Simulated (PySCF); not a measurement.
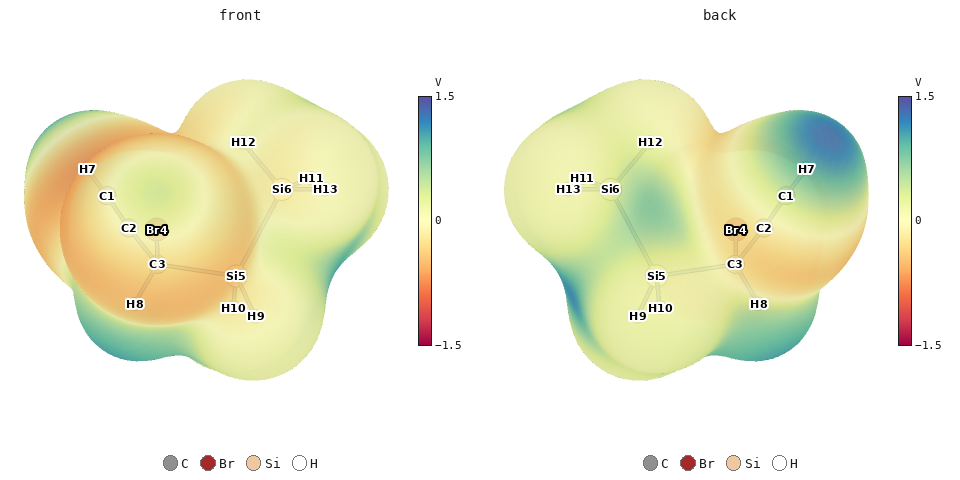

The picture shows: C$_{3}$H$_{7}$BrSi$_{2}$ (SMILES C#C[C@H](Br)[SiH2][SiH3]). The molecular electrostatic potential painted on the density surface at 0.001 e/bohr³, seen from the front and from behind; the colour scale runs from red (negative) to blue (positive).

Geometry: GFN2-xTB.

Theory: CAM-B3LYP/def2-SVPD, SCF density, gas phase (PySCF 2.14.0).

```xyz
13

C     2.4595    0.7809    0.8124
C     1.7910    0.3533   -0.0862
C     0.9352   -0.1242   -1.1229
Br    0.2060    1.4234   -2.1577
Si   -0.5936   -1.0970   -0.4457
Si   -1.8167    0.2882    0.9491
H     3.0745    1.1346    1.5847
H     1.5043   -0.6938   -1.8578
H    -1.2691   -1.5429   -1.6714
H     0.0118   -2.2934    0.1599
H    -2.9385    0.9075    0.2405
H    -0.9966    1.3582    1.5208
H    -2.3722   -0.4943    2.0564
```

Q: Where is the surface potential most negative and most positive?

A: The most negative region (about −0.7 V, or −16 kcal/mol for a unit charge) lies over C1, C2 and Br4, the most positive (about +1.3 V, or +30 kcal/mol for a unit charge) over H7. Br4 shows a σ-hole: about +0.4 V, or +9 kcal/mol for a unit charge at the tip opposite its bond, against about −0.5 V, or −12 kcal/mol for a unit charge on its flanks.
